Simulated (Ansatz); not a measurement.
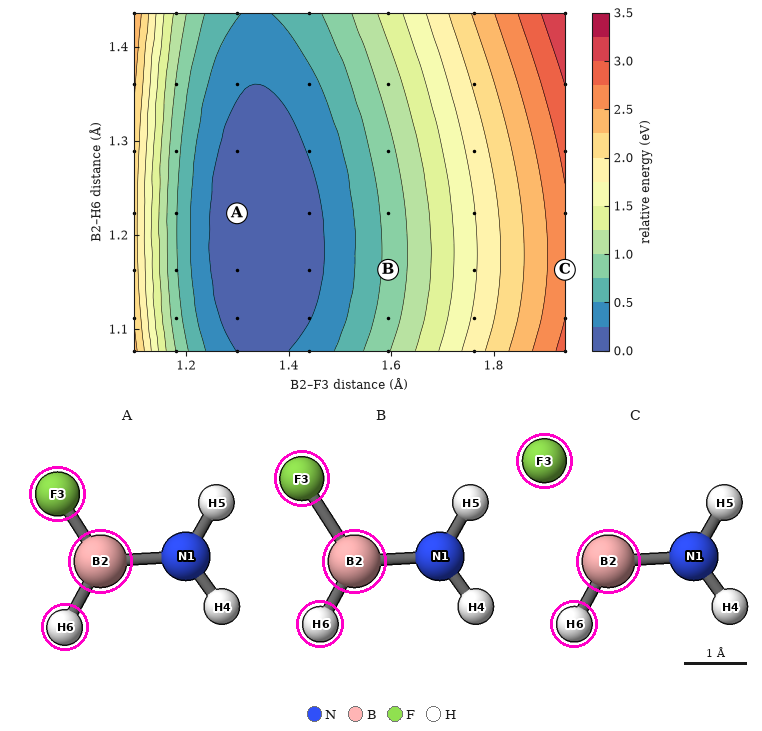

A scan of BNH₃F: the B2–F3 distance and the B2–H6 distance are varied on a grid, with the rest of the molecule carried along rigidly. The map is interpolated between the computed points (dots). The lettered frames are marked on it. Style: ball-and-stick. Shown face on. The ringed atoms are those of the scanned coordinates.

Single-point energies from Ansatz with CCSD(T) in the def2-TZVPP basis, on geometries moved rigidly from the minimum at PBE0-D4/def2-TZVP. Coupled cluster with a frozen core. Energies are counted from the PBE0-D4/def2-TZVP minimum geometry at the same level.

Question: Describe the energy landscape.

Answer: In pairs of (B2–F3 distance (Å); B2–H6 distance (Å)): the lowest computed point lies at (1.299, 1.223) (0.051 eV), the highest at (1.939, 1.436) (3.257 eV).  Over the ranges scanned the energy rises more along the first axis, the B2–F3 distance. The frames lie at A (1.299, 1.223): 0.051 eV, B (1.594, 1.163): 0.814 eV, C (1.939, 1.163): 2.687 eV.
